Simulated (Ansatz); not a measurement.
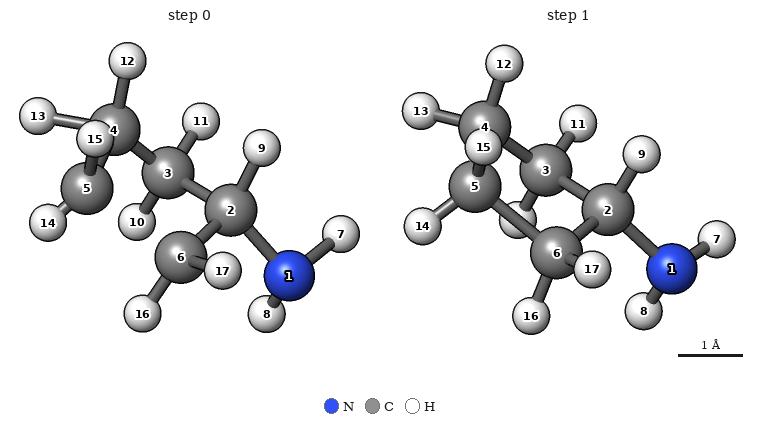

The structure of C$_{5}$H$_{11}$N before (left) and after (right) a relaxation, at one scale.

A ball-and-stick model, seen from a free direction.

Theory: RKS PBE-QIDH/aug-pcseg-2 in Ansatz 0.2.0.

Input
```yaml
crystal:
  periodic: [false, false, false]
  atoms:
    - {symbol: N, position_ang: [-0.093961, -1.912876, 1.122514]}
    - {symbol: C, position_ang: [0.266586, -0.604234, 0.651226]}
    - {symbol: C, position_ang: [0.730070, -0.367435, -0.742224]}
    - {symbol: C, position_ang: [0.694715, 0.935964, -0.915397]}
    - {symbol: C, position_ang: [-0.766537, 1.569873, -0.262691]}
    - {symbol: C, position_ang: [-0.998781, 0.007756, 0.703391]}
    - {symbol: H, position_ang: [1.092069, -2.555764, 1.122774]}
    - {symbol: H, position_ang: [-0.472386, -2.509090, 0.408813]}
    - {symbol: H, position_ang: [1.119688, -0.063766, 1.250271]}
    - {symbol: H, position_ang: [0.154162, -0.978162, -1.543602]}
    - {symbol: H, position_ang: [1.824460, -0.586237, -0.780263]}
    - {symbol: H, position_ang: [1.507301, 1.709449, -0.496996]}
    - {symbol: H, position_ang: [0.539881, 1.469486, -2.051259]}
    - {symbol: H, position_ang: [-1.434789, 1.568787, -0.737296]}
    - {symbol: H, position_ang: [-0.386688, 2.488664, 0.378033]}
    - {symbol: H, position_ang: [-1.871841, -0.326004, 0.107410]}
    - {symbol: H, position_ang: [-1.360496, 0.305966, 1.990392]}
basis:
  gaussian: {orbitals: aug-pcseg-2}
hamiltonian: {xc: {name: PBE-QIDH}}
relax: {f_tol: 0.001, max_steps: 2}
output: {forces: true}
```

Launched with:
```bash
ansatz run in.yaml --threads 2 --pin off --events-out ev --progress --plain --max-ram 32768MiB --backend cuda --devices 0, --max-vram 18GiB
```

Q: Summarise the run.

A: The relaxation stopped without meeting its thresholds, so the last structure isn't shown to be converged. The input was poor on purpose: steps. The energy falls by 7.539 eV in 1 geometry step. The largest force component goes from 21 to 5 eV/Å. The largest moves after the best rigid fit, 0.20 Å, are those of H15 and H17. Largest moves by element: H 0.20 Å, C 0.15 Å, N 0.14 Å. Among the contacts that change: N1–H7 1.349 → 1.095 Å, C6–H17 1.370 → 1.120 Å, C5–H14 0.820 → 1.037 Å, C5–C6 1.851 → 1.658 Å. Bond angles that change, for instance: C5–C4–H13 94.7° → 113.7°, C2–C6–H16 123.9° → 114.4°, N1–C2–C6 99.1° → 108.5°.
